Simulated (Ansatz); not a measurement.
# How well the gap of Li2MgGeS4 (stannite) (I-42m) can be computed

Wanted: the gap of Li2MgGeS4 (stannite) (I-42m) by functionals, hybrids and G0W0, carried to the basis limit, with what remains uncertain.

Program: Ansatz 0.2.0. Level of theory: density functionals, hybrids, G0W0, plane waves, PAW. Results are calculated unless marked as measured.

The structure was built from a prototype and need not be the compound's stable phase.

### 1. The structure

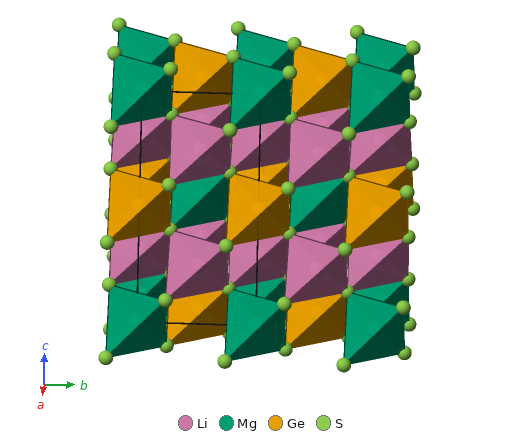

The starting structure, seen slightly off an axis (lithium pink, magnesium teal, germanium orange, sulfur green). 1×2×1 cells are drawn. This picture shows the conventional cell, with its axes. Some periodic images of atoms are drawn too.

The start is a generated structure, not a measured one. The default PAW set here is soft_2. Its files were made with PBE.

### 2. Relaxing the structure

A relaxation at this level of theory: leftover forces would pass straight into the levels.

This step: DFT, PBEsol, plane waves, PAW.

Input file input.yaml:

```yaml
crystal:
  lattice:
    - [-2.5739429701, 2.5739429701, 5.1478859402]
    - [2.5739429701, -2.5739429701, 5.1478859402]
    - [2.5739429701, 2.5739429701, -5.1478859402]
  atoms:
    - { symbol: Li, position: [0.75, 0.25, 0.5] }
    - { symbol: Li, position: [0.25, 0.75, 0.5] }
    - { symbol: Mg, position: [0.0, 0.0, 0.0] }
    - { symbol: Ge, position: [0.5, 0.5, 0.0] }
    - { symbol: S, position: [0.883, 0.883, 0.51] }
    - { symbol: S, position: [0.117, 0.627, 0.0] }
    - { symbol: S, position: [0.627, 0.117, 0.0] }
    - { symbol: S, position: [0.373, 0.373, 0.49] }
kpoints:
  mp_grid: { grid: [6, 6, 6] }
hamiltonian:
  xc: pbesol
scf:
  occupations: { method: fermi_dirac, width: 0.02 }
relax:
  f_tol: 0.01
  max_steps: 100
  cell: {}
```

On the command line:

```sh
$ ansatz run input.yaml --threads 4 --pin off --max-ram 17510MiB --backend cpu --events-out ev --progress --plain --runs-dir out
```

Numbers of over 12 decimals in the logs are rounded to 6 here.

The program printed:

```text
Engine: ansatz 0.2.0, aarch64-unknown-linux-gnu
Pseudopotentials: kind: paw
Pseudopotential: Li, paw, valence charge 3, recommended cutoff 420 eV (normal), Li.paw.azcp
Pseudopotential: Mg, paw, valence charge 10, recommended cutoff 420 eV (normal), Mg.paw.azcp
Pseudopotential: Ge, paw, valence charge 14, recommended cutoff 420 eV (normal), Ge.paw.azcp
Pseudopotential: S, paw, valence charge 6, recommended cutoff 420 eV (normal), S.paw.azcp
Functional definition: PBEsol
  exchange = pbesol_x
  correlation = pbesol_c
Crystal: 8 atoms, lattice volume = 136.423 Å³
Basis set: ecut = 420 eV, 2665 PW (Γ), exchange–correlation on 90×90×90 points (8 copies of the dense FFT grid, shifted against one another)
Bands: 35, of which v1, the nominal top of the filled ones, is band 27 counted from 1 (26 counted from 0)
Symmetry: 8 space group operations
Space group: I-42m (ITA 121), of the structure as read, at distance tolerance 5.1e-5 Å
k-points: 30 of 216 (time reversal used)
Non-local potential: Li, projectors of the file, l = 0: 3, l = 1: 2, l = 2: 1
Non-local potential: Mg, projectors of the file, l = 0: 3, l = 1: 2, l = 2: 1
Non-local potential: Ge, projectors of the file, l = 0: 2, l = 1: 2, l = 2: 3, l = 3: 1
Non-local potential: S, projectors of the file, l = 0: 2, l = 1: 2, l = 2: 2
PAW form: soft (Blöchl's): semilocal exchange-correlation on the pseudo side does not see the compensation charge
PAW frozen core: Mg, regenerated for the run's functional, and the local potential with it (the file was generated under x = pbe(κ = 0.804, μ = 0.219515), c = pbe(β = 0.066725))
PAW frozen core: Ge, regenerated for the run's functional, and the local potential with it (the file was generated under x = pbe(κ = 0.804, μ = 0.219515), c = pbe(β = 0.066725))
PAW frozen core: S, regenerated for the run's functional, and the local potential with it (the file was generated under x = pbe(κ = 0.804, μ = 0.219515), c = pbe(β = 0.066725))
PAW one-centre angular grid: Li, 110 points (default); XC on 64 Gauss nodes
PAW one-centre angular grid: Mg, 110 points (default); XC on 64 Gauss nodes
PAW one-centre angular grid: Ge, 590 points (default); XC on 64 Gauss nodes
PAW one-centre angular grid: S, 110 points (default); XC on 64 Gauss nodes
Initial density: superposition of atomic densities (neutral atoms: chi_scale 0, normalization atom), corrected by the library's trained network
Initial wavefunctions: pseudopotential atomic-orbital guess
Functional: x = pbesol(κ = 0.804, μ = 0.123457), c = pbesol(β = 0.046)
SCF iter   1: F=—  HF=-10117.987949 eV  |F-HF|=—  |Δ(HF+E_count)|=         —  Δρ=3.97e-3  dr2=2.82e-2  ethr=1.77e-3  ⟨swp⟩=6.9  Hψ=4924  notcnv=0  defer=3
[...]
relax step   8: F+E_penalty+E_count = -10119.43017517 eV  Δ(F+E_penalty+E_count) = -1.125e-5 eV  max|allowed force component| = 1.486e-3 eV/Å  Δτ_max = 0.0000 Å  P = +0.003 GPa  Ω = 162.664 Å³  stress off target by 2.10e-2 GPa  SCF on the basis re-selected at this cell (its energy is not comparable with the rows above)  (5 SCF iters)
basis re-selected at this cell: Δ(F+E_penalty+E_count) = -1.125e-5 eV, ΔP = -0.000 GPa vs the last step (what re-selecting the basis moved, of the pressure what is left beyond the Pulay correction that the steps carried, after the strain that the cell walked since its last selection, with what the two solves' SCF thresholds leave and, on support functions, any second-order correction that the steps lacked; it is no m [...]
SCF converged after 5 iterations
Free energy (F): -10119.430175 eV
Harris-Foulkes:  -10119.430175 eV  (|F-HF|=4.18e-11)
Internal energy: -10119.430175 eV  (E = F + TS)
E sigma→0 (E₀):  -10119.430175 eV
Fermi energy:    4.629500 eV
--- Per-component energies (eV) ---
  E_band       = -768.719169
  E_kinetic    = 660.743765
  E_local      = -5610.002810  (includes V_loc(G=0)·N_el)
  E_nonlocal   = 566.873130
  E_hartree    = 2240.823103
  E_xc         = -510.354808
  E_vxc        = -480.311409  (∫ρ·V_xc dr)
  E_paw        = -4639.045471  (= ΣΔE_a)
  E_vpaw       = -387.668492  (= ΣTr[D̂ρ^β])
  E_aug_tail   = 0.000300  (compensation charges beyond the density's cutoff)
  E_ewald      = -2829.691980
  E_core_change = 1.224596  (= ΣΔE_core)
  E_smearing   = -0.000000  (= −TS)
  E_closure    = 0.000000  (closes the sum)
  Σ components = -10119.430175   (vs F -10119.430175, Δ=0.00e0)
--- Forces (eV/Å), atoms counted from 1 ---
  atom   1  Li    -0.00000000    -0.00000000    -0.00000000
  atom   2  Li    -0.00000000     0.00000000    -0.00000000
  atom   3  Mg     0.00000000    -0.00000000    -0.00000000
  atom   4  Ge     0.00000000     0.00000000     0.00000000
  atom   5  S      0.00126123     0.00126123    -0.00148612
  atom   6  S      0.00126123    -0.00126123     0.00148612
  atom   7  S     -0.00126123     0.00126123     0.00148612
  atom   8  S     -0.00126123    -0.00126123    -0.00148612
  max |Σ_I F_I| component: 6.51e-18 eV/Å
--- Stress (GPa, compression-positive) ---
       -0.005416       0.000000       0.000000
        0.000000      -0.005416      -0.000000
        0.000000      -0.000000       0.020998
  P = ⅓ Tr σ = 0.0034 GPa (0.034 kbar)
--- Relaxed structure (6 steps of the walk, 6 accepted, 2 SCFs on fresh bases) ---
  F+E_penalty+E_count = -10119.43017517 eV   max|allowed force component| = 1.486e-3 eV/Å   (the final SCF, on the basis selected at the relaxed cell)
  cell:  # Å, volume = 162.6639 Å³
    - [-2.718094, 2.718094, 5.504299]
    - [2.718094, -2.718094, 5.504299]
    - [2.718094, 2.718094, -5.504299]
  atoms:
    - { symbol: Li, position: [0.75, 0.25, 0.5] }
    - { symbol: Li, position: [0.25, 0.75, 0.5] }
    - { symbol: Mg, position: [2.0929482926065125e-19, 7.147615867203381e-19, 5.054667574596869e-19] }
    - { symbol: Ge, position: [0.5, 0.5, 5.054667574596861e-19] }
    - { symbol: S, position: [0.853383, 0.853383, 0.461717] }
    - { symbol: S, position: [0.146617, 0.608334, 0.0] }
    - { symbol: S, position: [0.608334, 0.146617, 0.0] }
    - { symbol: S, position: [0.391666, 0.391666, 0.538283] }
```

Wall time 43 s (4 threads of Arm Neoverse N1, shared host); peak memory 0.55 GiB; 2.7 min of CPU time.

Step by step:

| step | energy less that of the first step (eV) | largest force component (eV/Å) | pressure (GPa) | volume (Å³) |
| --- | --- | --- | --- | --- |
| 1 | 0.0000 | 1.5677 | 10.95 | 136.42 |
| 2 | -1.1160 | 0.6334 | 4.51 | 148.03 |
| 3 | -1.4293 | 0.1896 | 1.31 | 159.06 |
| 4 | -1.4486 | 0.0413 | 0.00 | 162.26 |
| 5 | -1.4492 | 0.0036 | 0.01 | 162.45 |
| 6* | -1.4532 | 0.0031 | 0.06 | 162.45 |
| 7 | -1.4533 | 0.0015 | 0.00 | 162.66 |
| 8* | -1.4533 | 0.0015 | 0.00 | 162.66 |

Relaxation steps marked * repeat the geometry before them on a plane-wave basis chosen anew for their cell, so energy and pressure can jump there.

The run keeps the 8 symmetry operations that it works with, so distortions that break them were not tested.

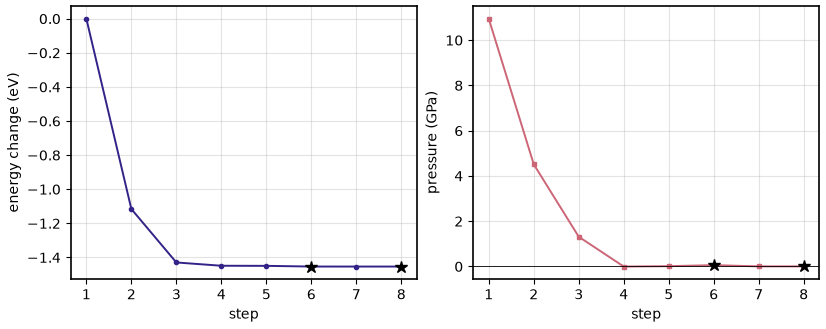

Energy and pressure along the relaxation. Stars mark steps on a basis chosen anew.

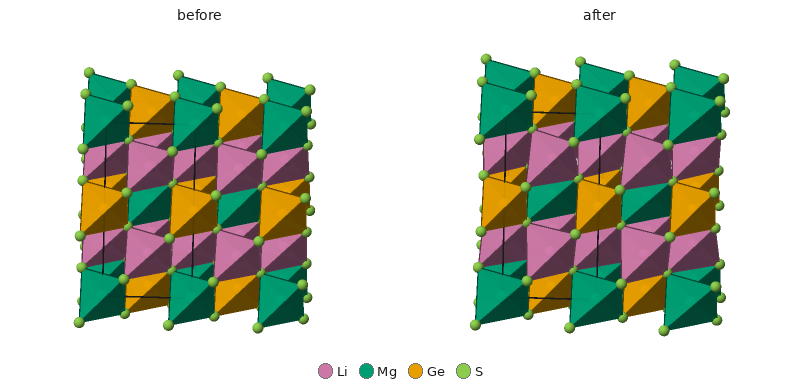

The structure before and after the relaxation, drawn at the same scale.

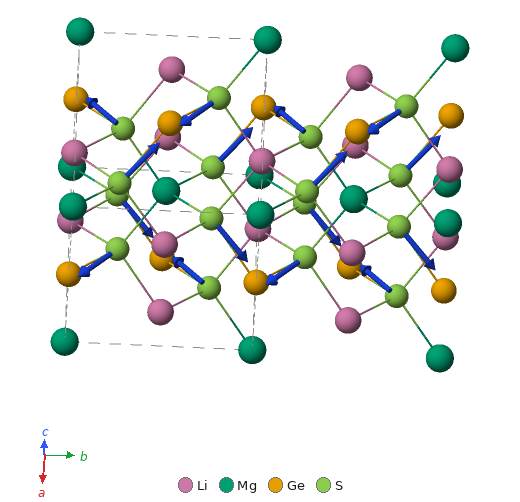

Displacements in the relaxation, exaggerated, measured against the changing cell; the longest in the cell stands for 0.20 Å. Bonds to atoms that aren't drawn are left out. 1×2×1 conventional cells are drawn. Some periodic images of atoms are drawn too.

| conventional cell, symmetrised | before | after | change |
| --- | --- | --- | --- |
| a (Å) | 5.148 | 5.436 | +5.6 % |
| b (Å) | 5.148 | 5.436 | +5.6 % |
| c (Å) | 10.296 | 11.009 | +6.9 % |
| volume (Å³/atom) | 17.05 | 20.33 | +19.2 % |

The atoms that moved most (Å, as changes of fractional coordinates times the final cell):

| atom | dx | dy | dz | length |
| --- | --- | --- | --- | --- |
| S5 | -0.131 | -0.131 | -0.060 | 0.195 |
| S6 | -0.131 | 0.131 | 0.060 | 0.195 |
| S7 | 0.131 | -0.131 | 0.060 | 0.195 |
| S8 | 0.131 | 0.131 | -0.060 | 0.195 |

Final coordinates:

```cif
data_structure
_symmetry_space_group_name_H-M 'P 1'
_symmetry_Int_Tables_number 1
_cell_length_a 6.7137
_cell_length_b 6.7137
_cell_length_c 6.7137
_cell_angle_alpha 132.235
_cell_angle_beta 132.235
_cell_angle_gamma 69.858
_cell_volume 162.66
loop_
_atom_site_label
_atom_site_type_symbol
_atom_site_fract_x
_atom_site_fract_y
_atom_site_fract_z
_atom_site_occupancy
Li1 Li 0.75000 0.25000 0.50000 1
Li2 Li 0.25000 0.75000 0.50000 1
Mg3 Mg 0.00000 0.00000 0.00000 1
Ge4 Ge 0.50000 0.50000 0.00000 1
S5 S 0.85338 0.85338 0.46172 1
S6 S 0.14662 0.60833 0.00000 1
S7 S 0.60833 0.14662 0.00000 1
S8 S 0.39167 0.39167 0.53828 1
```

### 3. PBEsol bands

Levels along a band path, at the cheap level, show where the edges lie and whether the meshes to come will hold them.

Input file input.yaml:

```yaml
crystal:
  lattice:
    - [-2.7180944902, 2.7180944902, 5.5042990216]
    - [2.7180944902, -2.7180944902, 5.5042990216]
    - [2.7180944902, 2.7180944902, -5.5042990216]
  atoms:
    - { symbol: Li, position: [0.75, 0.25, 0.5] }
    - { symbol: Li, position: [0.25, 0.75, 0.5] }
    - { symbol: Mg, position: [0.0, 0.0, 0.0] }
    - { symbol: Ge, position: [0.5, 0.5, 0.0] }
    - { symbol: S, position: [0.8533830743, 0.8533830743, 0.4617170967] }
    - { symbol: S, position: [0.1466169257, 0.6083340224, 0.0] }
    - { symbol: S, position: [0.6083340224, 0.1466169257, 0.0] }
    - { symbol: S, position: [0.3916659776, 0.3916659776, 0.5382829033] }
kpoints:
  mp_grid: { grid: [6, 6, 6] }
  band_path:
    path:
      - [[0.0, 0.0, 0.0], [0.0, 0.0, 0.5], [0.25, 0.25, 0.25], [0.0, 0.5, 0.0], [0.0, 0.0, 0.0], [0.5, 0.5, -0.5], [0.3125, 0.6875, -0.3125]]
      - [[-0.3125, 0.3125, 0.3125], [0.0, 0.0, 0.0]]
      - [[0.0, 0.0, 0.5], [-0.125, 0.125, 0.5]]
      - [[0.5, 0.5, -0.125], [0.5, 0.5, -0.5]]
    npoints: 10
hamiltonian:
  xc: pbesol
scf:
  occupations: { method: fermi_dirac, width: 0.02 }
  n_extra_bands: 6
output:
  eigenvalues: true
  forces: true
  stress: true
  write_density: true
  write_potential: true
  elf: true
  volumetric_format: npy
```

The program printed:

```text
[...]
Crystal: 8 atoms, lattice volume = 162.664 Å³
Basis set: ecut = 420 eV, 3171 PW (Γ), exchange–correlation on 90×90×90 points (8 copies of the dense FFT grid, shifted against one another)
Bands: 33, of which v1, the nominal top of the filled ones, is band 27 counted from 1 (26 counted from 0)
Symmetry: 8 space group operations
[...]
k-points: 30 of 216 (time reversal used)
[...]
SCF iter   1: F=—  HF=-10119.441473 eV  |F-HF|=—  |Δ(HF+E_count)|=         —  Δρ=3.48e-3  dr2=3.11e-2  ethr=1.77e-3  ⟨swp⟩=7.2  Hψ=4586  notcnv=0  defer=1
[...]
SCF iter   7: F=-10119.430175 eV  HF=-10119.430175 eV  |F-HF|=4.88e-8  |Δ(HF+E_count)|=   1.17e-6  Δρ=4.38e-6  dr2=3.23e-8  ethr=1.85e-10  ⟨swp⟩=13.6  Hψ=7608  notcnv=0
SCF 1 converged in 7 iterations: F = -10119.430175 eV  dr2 = 3.23e-8
[...]
NSCF: frozen V_eff on 94 k-points
SCF converged after 7 iterations
Free energy (F): -10119.430175 eV
[...]
Internal energy: -10119.430175 eV  (E = F + TS)
E sigma→0 (E₀):  -10119.430175 eV
Fermi energy:    4.629515 eV
[...]
--- Forces (eV/Å), atoms counted from 1 ---
  atom   1  Li    -0.00000000    -0.00000000     0.00000000
  atom   2  Li    -0.00000000     0.00000000     0.00000000
  atom   3  Mg    -0.00000000     0.00000000    -0.00000000
  atom   4  Ge     0.00000000     0.00000000     0.00000000
  atom   5  S      0.00125718     0.00125718    -0.00148819
  atom   6  S      0.00125718    -0.00125718     0.00148819
  atom   7  S     -0.00125718     0.00125718     0.00148819
  atom   8  S     -0.00125718    -0.00125718    -0.00148819
  max |Σ_I F_I| component: 7.37e-18 eV/Å
--- Stress (GPa, compression-positive) ---
       -0.005563       0.000000       0.000000
        0.000000      -0.005563       0.000000
        0.000000      -0.000000       0.020862
  P = ⅓ Tr σ = 0.0032 GPa (0.032 kbar)
--- Band table (eV; the first three rows and the last of 30) ---
  k-point 0: bands = [... 23 lower, 2.1824, 3.1106, 3.3105, 3.3105, 5.9110, 6.6083, 8.6706, 8.6706, ... 2 higher]
  k-point 1: bands = [... 23 lower, 2.5158, 2.6132, 2.9158, 3.3043, 6.2969, 7.3727, 8.4610, 8.7278, ... 2 higher]
  k-point 2: bands = [... 23 lower, 2.4330, 2.7915, 2.8985, 3.2674, 6.2696, 8.1117, 8.7106, 8.9771, ... 2 higher]
  k-point 29: bands = [... 23 lower, 2.4320, 2.4320, 2.8441, 2.8441, 6.1563, 6.9033, 6.9033, 7.5818, ... 2 higher]
```

Wall time 17 s (4 threads); peak memory 0.67 GiB; 68 s of CPU time.

The column dr2 measures how far the density is from self-consistency, as an energy; F and HF (Harris–Foulkes) agree once it is small.

This step gave:

| Property | Result |
| --- | --- |
| pressure | 0.003245 GPa |
| filled bands | 27 |
| gap | 2.588 eV |
| valence top at | X |
| conduction bottom at | Γ |
| least direct gap | 2.594 eV |

The gap is indirect, with the least direct gap 0.005 eV higher.

The electronic bands at the labelled points (eV, zero at the top of the highest nominally filled band):

| point | band 24 | band 25 | band 26 | band 27 | band 28 | band 29 | band 30 | band 31 |
| --- | --- | --- | --- | --- | --- | --- | --- | --- |
| Γ | -1.14 | -0.21 | -0.01 | -0.01 | 2.59 | 3.29 | 5.35 | 5.35 |
| X | -0.77 | -0.29 | -0.21 | 0.00 | 2.59 | 4.57 | 5.61 | 5.76 |
| P | -0.57 | -0.57 | -0.21 | 0.00 | 2.74 | 4.43 | 5.74 | 5.74 |
| N | -0.84 | -0.72 | -0.54 | -0.48 | 3.62 | 4.85 | 5.28 | 5.74 |
| Γ | -1.14 | -0.21 | -0.01 | -0.01 | 2.59 | 3.29 | 5.35 | 5.35 |
| M | -0.89 | -0.89 | -0.48 | -0.48 | 2.83 | 3.58 | 3.58 | 4.26 |
| S | -0.88 | -0.84 | -0.55 | -0.32 | 3.38 | 4.29 | 4.98 | 5.65 |
| jump to S0 | -0.88 | -0.84 | -0.55 | -0.32 | 3.38 | 4.29 | 4.98 | 5.65 |
| Γ | -1.14 | -0.21 | -0.01 | -0.01 | 2.59 | 3.29 | 5.35 | 5.35 |
| jump to X | -0.77 | -0.29 | -0.21 | 0.00 | 2.59 | 4.57 | 5.61 | 5.76 |
| R | -0.80 | -0.39 | -0.39 | -0.10 | 2.84 | 4.86 | 5.25 | 5.61 |
| jump to G | -0.80 | -0.39 | -0.39 | -0.10 | 2.84 | 4.86 | 5.25 | 5.61 |
| M | -0.89 | -0.89 | -0.48 | -0.48 | 2.83 | 3.58 | 3.58 | 4.26 |

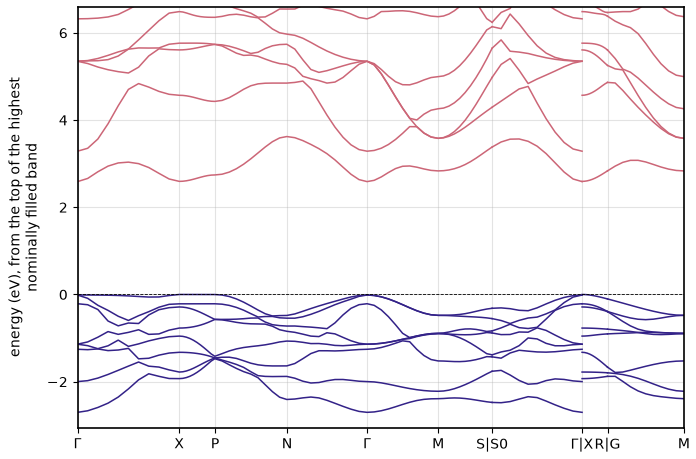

Electronic bands along the path; lines of filled and empty bands in two colours.

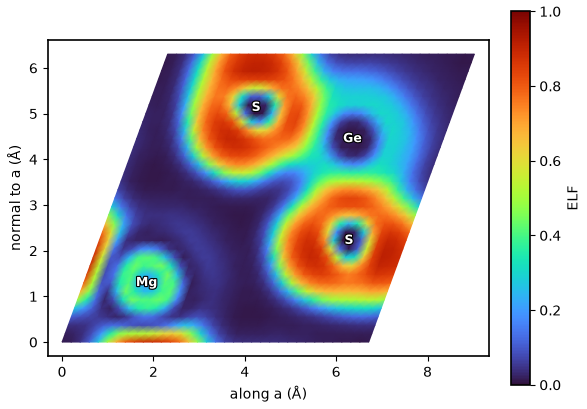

ELF in the ab plane of the cell as run, not the conventional one, at fractional z = 0.000, with atoms of Mg and Ge and S within 0.2 Å of it. It is the smooth field of the valence electrons, not physical close to the nuclei. The map starts off the cell's origin, so that atoms lie inside it.

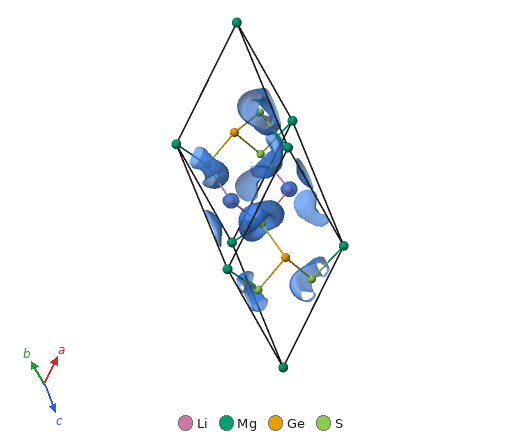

Surface of ELF = 0.85. Drawn on the cell as run, not the conventional one. Bonds to atoms that aren't drawn are left out.

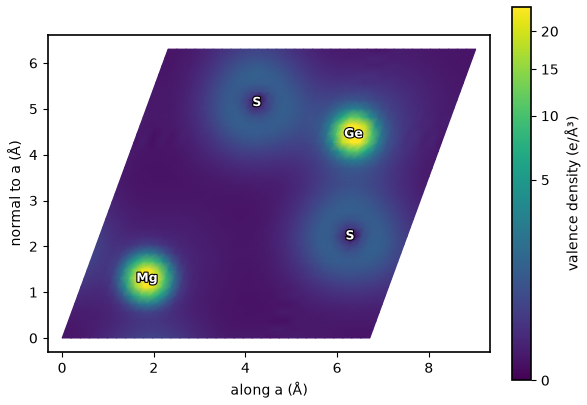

Valence density in the ab plane of the cell as run, not the conventional one, at fractional z = 0.000, with atoms of Mg and Ge and S within 0.2 Å of it. It is the smooth field of the valence electrons, not physical close to the nuclei. The map starts off the cell's origin, so that atoms lie inside it. The colour scale is stretched toward low values.

### 4. PBEsol+SOC

The many-body steps leave out spin-orbit coupling, so its effect is taken from a two-component run, with twice the bands.

This step: DFT, PBEsol with spin-orbit coupling, plane waves, PAW.

input.yaml, the sections that differ from step 3:

```yaml
kpoints:
  mp_grid: { grid: [6, 6, 6] }
  band_path:
    path:
      - [0.0, 0.0, 0.0]
      - [0.0, 0.0, 0.5]
      - [0.25, 0.25, 0.25]
      - [0.0, 0.5, 0.0]
      - [0.5, 0.5, -0.5]
      - [0.3125, 0.6875, -0.3125]
      - [-0.3125, 0.3125, 0.3125]
      - [-0.125, 0.125, 0.5]
    npoints: 1
scf:
  occupations: { method: fixed }
  n_extra_bands: 12
magnetization:
  noncollinear: true
  spin_orbit: true
output:
  eigenvalues: true
  forces: true
  stress: true
# crystal, hamiltonian: as in step 3
```

The program printed:

```text
[...]
non-collinear run that drives no moment, with spin-orbit: no starting moment large enough to seed its density (crystal.atoms[].spin), no starting occupations that ask for one, no magnetisation constraint and no magnetic field, so the semilocal B_xc is pinned to zero
Crystal: 8 atoms, lattice volume = 162.664 Å³
[...]
k-point 0: bands = [... 50 lower, 3.2938, 3.2938, 3.3356, 3.3356, 5.9114, 5.9114, 6.6073, 6.6073, ... 8 higher]
  k-point 1: bands = [... 50 lower, 2.9039, 2.9265, 3.3059, 3.3072, 6.2966, 6.2979, 7.3616, 7.3820, ... 8 higher]
  k-point 2: bands = [... 50 lower, 2.8861, 2.9134, 3.2678, 3.2679, 6.2662, 6.2740, 8.0944, 8.1242, ... 8 higher]
  k-point 29: bands = [... 50 lower, 2.8349, 2.8349, 2.8551, 2.8551, 6.1569, 6.1569, 6.8935, 6.8935, ... 8 higher]
[key lines of the parts left out:]
SCF converged after 9 iterations
Magnetization: |M| = 0.0000 μB,  M = (+0.0000, +0.0000, +0.0000) μB
Free energy (F): -10119.583815 eV
Fermi energy:    3.335610 eV
P = ⅓ Tr σ = 0.0014 GPa (0.014 kbar)
```

Run time: 58 s. Hardware: 4 threads; peak memory 1.4 GiB; 3.9 min of CPU time.

Numbers from this step:

```yaml
pressure: 0.001437 GPa
gap: 2.576 eV
valence_top_at: Γ
conduction_bottom_at: Γ
least_direct_gap: 2.576 eV
```

The gap stands −0.01 eV against PBEsol.

(Continued in part 2 of 2.)

[Paths, hosts, dates, memory and timing lines, banners, echoed tables and standing remarks are left out of the program output.]

[Logs are printed without paths, hosts, clocks, repeated set-up lines and the standing remarks that a program may print on its own settings, such as how far it seeks lower states.]

[Runs of the session that timed out or met a known fault of the program may be left out.]

[Cells called generated may have been cut or substituted from an entry of the Crystallography Open Database or the Materials Project.]

[Hosts, paths, dates, database ids (printed as entryN), source tags and the programs' standing remarks are cut or masked in the printed files.]
